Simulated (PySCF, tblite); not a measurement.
**CH₄AlNO₃, a small gas-phase stand-in for a defect centre: NMR shifts, core binding energies and electronic excitations, part 1 of 2**

What NMR shifts, core binding energies and electronic excitations should one expect for `N[C][O][Al]([OH])[OH]`? It is drawn as: twofold C.

Programs: tblite 0.8.0 and PySCF 2.14.0. All values are calculated, for the isolated system unless a continuum is named. Atoms count from 0, parts from 1.

## 1. Starting point

10 atoms, charge 0, multiplicity 1; geometry: distance geometry start.

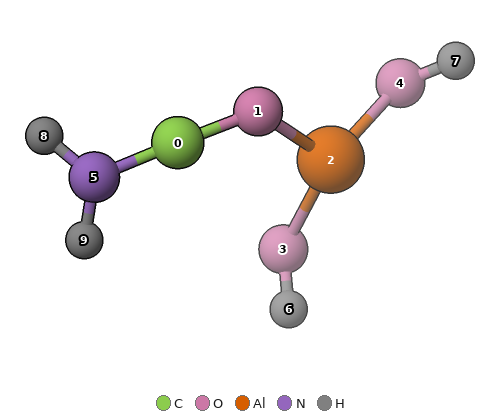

The starting geometry (carbon green, oxygen pink, aluminium orange, nitrogen purple, hydrogen grey), atoms numbered.

## 2. Geometry optimisation with GFN2-xTB

The job: settings as JSON, then the geometry in Å.

```
{"job": {"kind": "relax", "xc": "GFN2-xTB", "basis": "xTB"}, "charge": 0, "multiplicity": 1}
C     -1.648536    -1.205696     2.125228
O     -2.069311    -0.359498     1.101831
Al    -1.096291     1.039940     0.370024
O      0.692788     1.145268     0.922085
O     -1.405298     1.404204    -1.437459
N     -0.994849    -2.058557     3.044298
H      1.015617     1.683348     1.649895
H     -2.157938     1.958845    -1.765273
H     -0.912589    -3.049725     2.763574
H     -0.174325    -1.684991     3.561392
```

Method: GFN2-xTB geometry optimisation, gas phase.

Command:

```sh
> OMP_NUM_THREADS=1 python cluster_run.py task.json out
```

One launch serves the whole session: the jobs run in the order shown.

Output:

```text
step      E/eV     max force
  0    -552.91913    5.729
  1    -553.96784    3.561
  2    -554.97914    4.556
  3    -555.45768    3.591
  4    -555.69012    3.149
  5    -555.92913    2.125
  6    -556.21144    1.521
  7    -556.33272    2.287
  8    -556.50057    1.658
  9    -556.72695    0.972
 10    -556.79886    0.737
 11    -556.88902    0.620
 12    -556.93563    0.563
 13    -556.97088    0.673
 14    -557.00850    0.658
 15    -557.03555    0.627
 16    -557.06313    0.562
 17    -557.08265    0.573
 18    -557.10751    0.807
 19    -557.13755    0.758
 20    -557.16114    0.485
 21    -557.17238    0.269
 22    -557.18147    0.372
 23    -557.19382    0.548
 24    -557.20581    0.481
 25    -557.21414    0.274
 26    -557.22178    0.287
 27    -557.23171    0.551
 28    -557.25279    1.032
 29    -557.27860    1.101
 30    -557.31460    1.110
 31    -557.34953    0.752
 32    -557.34969    0.696
 33    -557.36414    0.517
 34    -557.37080    0.367
 35    -557.37752    0.180
 36    -557.38598    0.189
 37    -557.39488    0.233
 38    -557.40336    0.328
 39    -557.40962    0.286
 40    -557.41624    0.493
 41    -557.42107    0.188
 42    -557.42564    0.165
 43    -557.42786    0.150
 44    -557.42972    0.135
 45    -557.43169    0.143
 46    -557.43325    0.135
 47    -557.43428    0.105
 48    -557.43488    0.051
 49    -557.43528    0.052
 50    -557.43572    0.085
 51    -557.43638    0.090
 52    -557.43716    0.106
 53    -557.43778    0.056
 54    -557.43813    0.058
 55    -557.43844    0.061
 56    -557.43901    0.104
 57    -557.43987    0.137
 58    -557.44069    0.105
 59    -557.44117    0.052
 60    -557.44143    0.048
 61    -557.44170    0.039
 62    -557.44198    0.038
 63    -557.44215    0.030
 64    -557.44222    0.020
 65    -557.44227    0.025
 66    -557.44235    0.032
 67    -557.44250    0.045
 68    -557.44268    0.050
 69    -557.44281    0.033
 70    -557.44286    0.020
 71    -557.44288    0.015
 72    -557.44290    0.018
 73    -557.44294    0.030
 74    -557.44300    0.027
 75    -557.44308    0.028
 76    -557.44313    0.021
 77    -557.44317    0.014
 78    -557.44319    0.020
 79    -557.44322    0.017
 80    -557.44324    0.016
 81    -557.44326    0.016
 82    -557.44328    0.016
 83    -557.44330    0.013
 84    -557.44332    0.010
 85    -557.44333    0.004
```

Wall time 1.3 s (1 thread of Arm Neoverse N1, shared host).

Relaxation path:

| step | energy from step 0 (eV) | largest force (eV/Å) |
| --- | --- | --- |
| 0 | 0.0000 | 5.7285 |
| 3 | -2.5385 | 3.5918 |
| 6 | -3.2923 | 1.5210 |
| 9 | -3.8078 | 0.9723 |
| 12 | -4.0165 | 0.5632 |
| 15 | -4.1164 | 0.6266 |
| 18 | -4.1884 | 0.8071 |
| 21 | -4.2532 | 0.2688 |
| 24 | -4.2867 | 0.4817 |
| 27 | -4.3126 | 0.5509 |
| 30 | -4.3955 | 1.1098 |
| 33 | -4.4450 | 0.5168 |
| 36 | -4.4669 | 0.1899 |
| 39 | -4.4905 | 0.2865 |
| 42 | -4.5065 | 0.1641 |
| 45 | -4.5126 | 0.1430 |
| 48 | -4.5158 | 0.0513 |
| 51 | -4.5172 | 0.0896 |
| 54 | -4.5190 | 0.0576 |
| 57 | -4.5207 | 0.1372 |
| 60 | -4.5223 | 0.0471 |
| 63 | -4.5230 | 0.0303 |
| 66 | -4.5232 | 0.0322 |
| 69 | -4.5237 | 0.0334 |
| 72 | -4.5238 | 0.0176 |
| 75 | -4.5240 | 0.0287 |
| 78 | -4.5241 | 0.0197 |
| 81 | -4.5241 | 0.0160 |
| 84 | -4.5242 | 0.0094 |
| 85 | -4.5242 | 0.0035 |

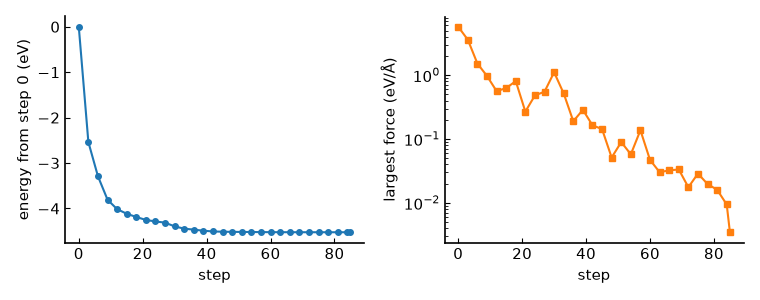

Energy and force, step by step.

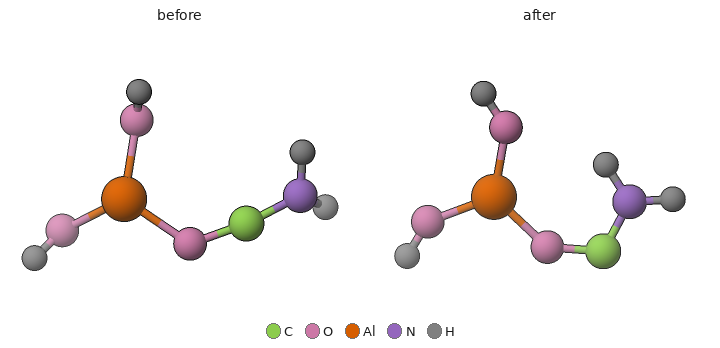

The geometry before (left) and after (right).

Close pairs (by a distance rule), those that changed most:

| bond | before (Å) | after (Å) | change (Å) |
| --- | --- | --- | --- |
| Al2–O4 | 1.870 | 1.657 | -0.212 |
| Al2–O3 | 1.875 | 1.668 | -0.207 |
| O1–Al2 | 1.855 | 1.707 | -0.148 |
| C0–N5 | 1.414 | 1.313 | -0.101 |
| C0–O1 | 1.393 | 1.303 | -0.090 |
| O4–H7 | 0.991 | 0.947 | -0.044 |
| N5–H8 | 1.033 | 1.006 | -0.028 |
| O3–H6 | 0.961 | 0.948 | -0.012 |

## 3. Relaxing the molecule at PBE0-D3(BJ)/def2-SVP

The job: settings as JSON, then the geometry in Å.

```
{"job": {"xc": "PBE0", "basis": "def2-SVP", "d3": "d3bj", "grid": 2, "kind": "geom", "shake": 0.01}, "charge": 0, "multiplicity": 1}
C     -1.099366    -1.593831     0.518914
O     -1.033509    -0.575186    -0.320299
Al    -0.036093     0.752763    -0.690876
O      1.374785     1.151312     0.200757
O     -0.479841     1.653030    -2.002587
N     -0.124550    -1.641540     1.360961
H      2.015841     1.823550     0.191830
H     -1.127013     1.722362    -2.667913
H     -0.077421    -2.367577     2.076801
H      0.628719    -0.950466     1.333886
```

Output:

```text
step   0  E = -562.68179375  max force = 0.040680
step   1  E = -562.68915041  max force = 0.010062
step   2  E = -562.68957142  max force = 0.002202
step   3  E = -562.68965738  max force = 0.001942
step   4  E = -562.68971328  max force = 0.001267
step   5  E = -562.68974580  max force = 0.000952
step   6  E = -562.68975379  max force = 0.000265
optimisation converged
```

It took 59 s on 1 thread of Arm Neoverse N1, shared host; peak memory 0.56 GiB.

The steps of the relaxation:

| step | energy from step 0 (eV) | largest force component (eV/Å) |
| --- | --- | --- |
| 0 | 0.0000 | 2.0919 |
| 1 | -0.2002 | 0.5174 |
| 2 | -0.2116 | 0.1132 |
| 3 | -0.2140 | 0.0999 |
| 4 | -0.2155 | 0.0652 |
| 5 | -0.2164 | 0.0490 |
| 6 | -0.2166 | 0.0136 |

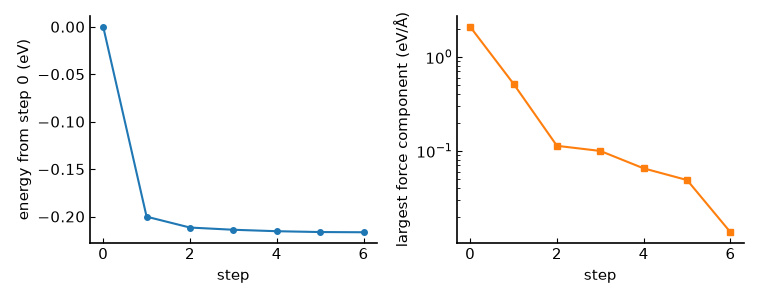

Energy and largest force along the relaxation.

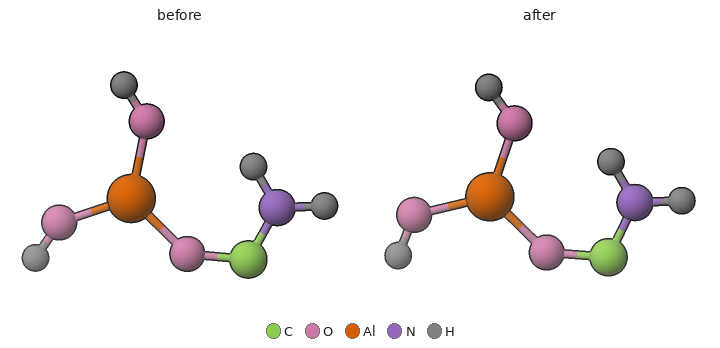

Before and after, at one scale.

Distances of close pairs at the start and the end, largest changes first:

| bond | before (Å) | after (Å) | change (Å) |
| --- | --- | --- | --- |
| C0–N5 | 1.289 | 1.328 | +0.039 |
| Al2–O4 | 1.652 | 1.687 | +0.035 |
| O3–H6 | 0.929 | 0.959 | +0.030 |
| O4–H7 | 0.931 | 0.958 | +0.028 |
| O1–Al2 | 1.702 | 1.721 | +0.019 |
| Al2–O3 | 1.716 | 1.699 | -0.017 |
| C0–O1 | 1.321 | 1.336 | +0.015 |
| N5–H8 | 1.021 | 1.011 | -0.009 |

The end geometry stands in the next job.

| at the end point | value |
| --- | --- |
| point group (found at 0.08 Å tolerance) | Cs |
| rotational constants (GHz, main isotopes) | 5.652, 1.967, 1.459 |
| dipole moment (D) | 3.47 |

## 4. Nuclear shieldings: PBE0/pcSseg-2

The job: settings as JSON, then the geometry in Å.

```
{"job": {"kind": "nmr", "xc": "PBE0", "basis": "pcSseg-2"}, "charge": 0, "multiplicity": 1}
C     -0.947468    -1.677056     0.499655
O     -0.897896    -0.651799    -0.355702
Al     0.078400     0.724497    -0.694245
O      1.405030     0.975473     0.337098
O     -0.273792     1.753196    -1.983796
N      0.051576    -1.628824     1.372529
H      2.040583     1.691475     0.279266
H     -1.009032     1.649819    -2.589684
H      0.112364    -2.362720     2.065830
H      0.770404    -0.891933     1.393646
```

Level: GIAO PBE0/pcSseg-2 NMR shielding, non-relativistic, gas phase.

Output:

```text
coarse grid: 9512 points
cycle   1  E = -562.8981029009  dE =  7.792e-01  |g| = 1.250e+00  |ddm| = 2.422e+00
cycle   2  E = -562.4271632810  dE =  4.709e-01  |g| = 2.012e+00  |ddm| = 1.633e+00
cycle   3  E = -563.1703321680  dE = -7.432e-01  |g| = 1.405e-01  |ddm| = 1.083e+00
cycle   4  E = -563.1729188121  dE = -2.587e-03  |g| = 8.504e-02  |ddm| = 1.227e-01
cycle   5  E = -563.1742567803  dE = -1.338e-03  |g| = 2.166e-02  |ddm| = 4.915e-02
cycle   6  E = -563.1743423228  dE = -8.554e-05  |g| = 6.611e-03  |ddm| = 1.838e-02
cycle   7  E = -563.1743512080  dE = -8.885e-06  |g| = 1.092e-03  |ddm| = 5.850e-03
final grid: 89208 points
cycle   8  E = -563.1704160723  dE = -7.616e-05  |g| = 9.620e-03  |ddm| = 2.046e-02
cycle   9  E = -563.1703917761  dE =  2.430e-05  |g| = 1.501e-02  |ddm| = 1.136e-02
cycle  10  E = -563.1704324508  dE = -4.067e-05  |g| = 1.129e-03  |ddm| = 7.012e-03
cycle  11  E = -563.1704326699  dE = -2.191e-07  |g| = 5.426e-04  |ddm| = 1.212e-03
cycle  12  E = -563.1704327246  dE = -5.473e-08  |g| = 1.464e-04  |ddm| = 3.711e-04
cycle  13  E = -563.1704327283  dE = -3.669e-09  |g| = 3.646e-05  |ddm| = 9.488e-05
cycle  14  E = -563.1704327286  dE = -2.779e-10  |g| = 6.250e-06  |ddm| = 3.263e-05
converged SCF energy = -563.1704327286

GIAO shielding tensors (ppm)
atom      isotropic    diamagn.    paramagn.     s11        s22        s33       span
  0 C     -121.685     243.189    -364.874   -435.622    -28.471     99.038    534.659
  1 O      102.281     392.863    -290.582    -45.679    134.558    217.963    263.643
  2 Al     478.910     794.252    -315.342    394.419    479.512    562.799    168.380
  3 O      303.526     390.541     -87.015    265.020    293.168    352.392     87.372
  4 O      316.213     386.335     -70.122    288.264    294.787    365.589     77.325
  5 N       85.731     321.433    -235.702    -73.996    132.888    198.300    272.296
  6 H       29.546      31.814      -2.269     20.586     23.269     44.782     24.196
  7 H       29.692      31.494      -1.802     21.409     23.074     44.593     23.183
  8 H       24.515      29.789      -5.274     21.811     23.615     28.119      6.308
  9 H       23.487      32.764      -9.277     20.109     20.809     29.544      9.435
```

Run time: 66 s. Hardware: 1 thread of Arm Neoverse N1, shared host; peak memory 1.1 GiB.

The references, computed at this level on geometries of the same kind, shield at (ppm): $^{1}$H TMS 31.25, $^{13}$C TMS 184.1, $^{15}$N NH3 261.7, $^{17}$O H2O 328.2, $^{27}$Al AlH4- 485.2. Their shielding less the atom's gives the shift. The references are single molecules in the gas phase, so shifts against H2O, NH3, PH3, H3PO4 or CFCl3 are not on the usual liquid scales and can be off by tens of ppm. Shifts against hydride references such as AlH4− lie on their own scale.

| atoms | environment | σ (ppm) | δ (ppm) |
| --- | --- | --- | --- |
| C0 | carbon bonded to N, O | -121.7 | 305.8 |
| H9 | hydrogen on a nitrogen bonded to C | 23.49 | 7.76 |
| H8 | hydrogen on a nitrogen bonded to C | 24.52 | 6.73 |
| H6 | hydrogen on an oxygen bonded to Al | 29.55 | 1.70 |
| H7 | hydrogen on an oxygen bonded to Al | 29.69 | 1.55 |
| O1 | oxygen bonded to C, Al | 102.3 | 225.9 |
| O3 | oxygen bonded to Al, H | 303.5 | 24.6 |
| O4 | oxygen bonded to Al, H | 316.2 | 11.9 |
| Al2 | aluminium bonded to 3 O | 478.9 | 6.3 |
| N5 | nitrogen bonded to C, 2 H | 85.7 | 176.0 |

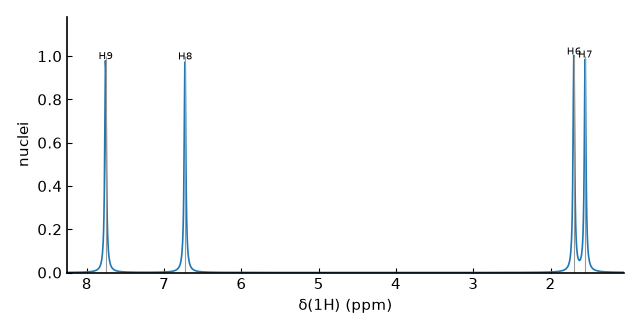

$^{1}$H lines at the computed shifts, without couplings. Lines are broadened to a width of 0.02 ppm (Lorentzian).

The run also stored atomic charges by several schemes (e):

| atoms | Mulliken | IAO | Hirshfeld | ESP fit |
| --- | --- | --- | --- | --- |
| C0 | 0.07 | 0.03 | -0.09 | -0.56 |
| O1 | -0.57 | -0.59 | -0.28 | -0.28 |
| Al2 | 1.22 | 1.38 | 0.72 | 1.33 |
| O3 | -0.66 | -0.85 | -0.38 | -0.82 |
| O4 | -0.63 | -0.84 | -0.39 | -0.88 |
| N5 | -0.22 | -0.44 | -0.17 | 0.11 |

Mulliken charges:

| atom | value (e) |
| --- | --- |
| C0 | 0.07 |
| O1 | -0.57 |
| Al2 | 1.22 |
| O3 | -0.66 |
| O4 | -0.63 |
| N5 | -0.22 |
| H6 | 0.22 |
| H7 | 0.23 |
| H8 | 0.19 |
| H9 | 0.16 |

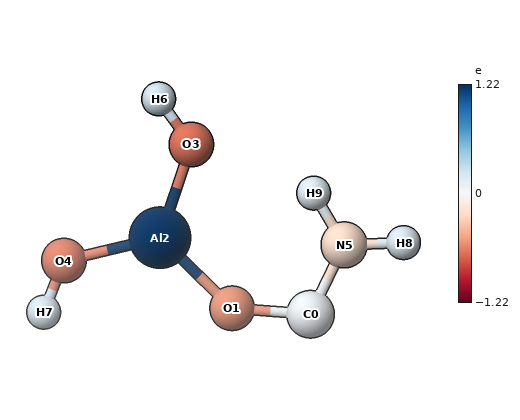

Mulliken charges, as colours on the atoms.

Mayer bond orders: C0–O1 1.12, O1–Al2 0.86, Al2–O3 0.91, Al2–O4 0.99, C0–N5 1.32.

Orbitals, density, ELF and potential are computed afterwards from the orbital file.

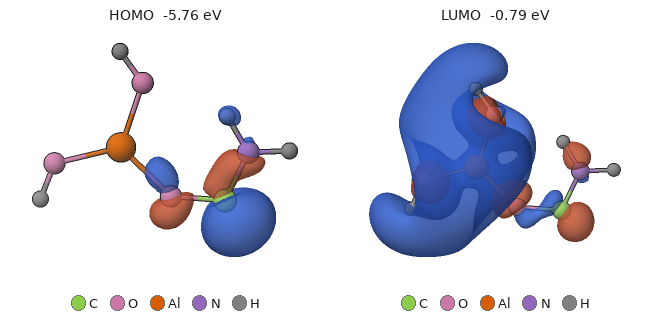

PBE0/pcSseg-2 orbitals near the gap, drawn at the value that encloses 70 % of each; the two colours are the two signs.

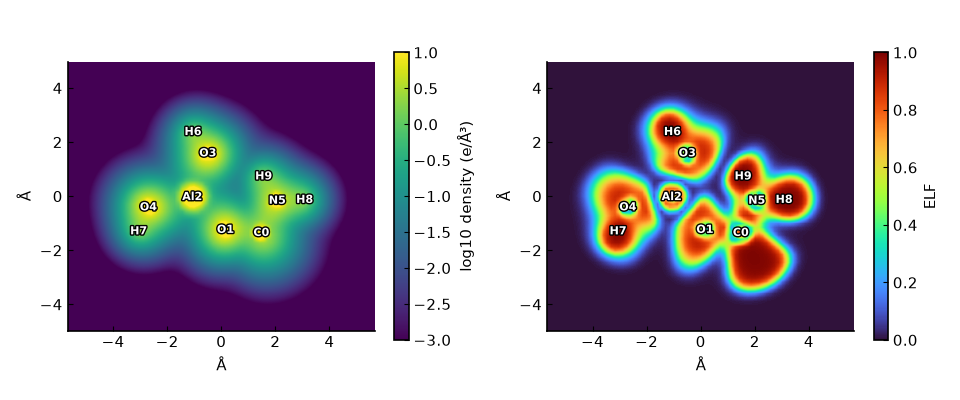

Density (left) and ELF (right) in a plane through or near 10 of the atoms.

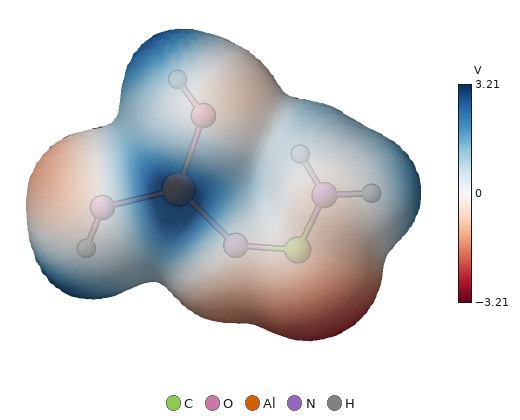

The potential that a unit positive charge feels on the 0.002 e/bohr³ surface, from -2.39 V near C0 to 3.21 V near Al2.

(Continued in part 2 of 2.)
